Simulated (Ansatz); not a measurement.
Y (hcp, Mg type)

```xyz
2
Lattice="3.6557 0.0000 0.0000 -1.8278 3.1659 0.0000 0.0000 0.0000 5.6788" Properties=species:S:1:pos:R:3 pbc="T T T"
Y      0.0000     2.1106     4.2591
Y      1.8278     1.0553     1.4197
```

E(V) scan at fixed shape, V₀ the volume above. Symmetry pins the atoms to their sites.

All values below come from PBE (plane waves to 420 eV, PAW, scalar-relativistic; Ansatz, a first-principles code). k mesh 15×15×8 (Γ-centred), Fermi-Dirac smearing 0.05 eV. The energy includes the smearing's −TS. With the shape held, the modulus is that of even scaling; a crystal free to change shape is softer. The PAW data are Ansatz's earlier set. Y is run without spin polarisation. Y was relaxed with its symmetry unable to fall. ΔE is measured from the relaxed starting cell.

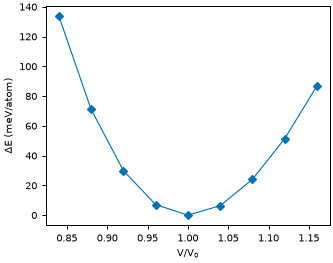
Figure: ΔE (meV/atom) against V/V₀; one marker a computed point.

What is ΔE at V/V₀ = 0.840?

About 130 meV/atom.

What is ΔE at V/V₀ = 1.160?

About 87 meV/atom.

What bulk modulus at fixed cell shape B₀ follows from a third-order Birch-Murnaghan fit?

About 41 GPa.

(Under strain, the slope of the energy per volume gives the stress and its curvature an elastic modulus.)
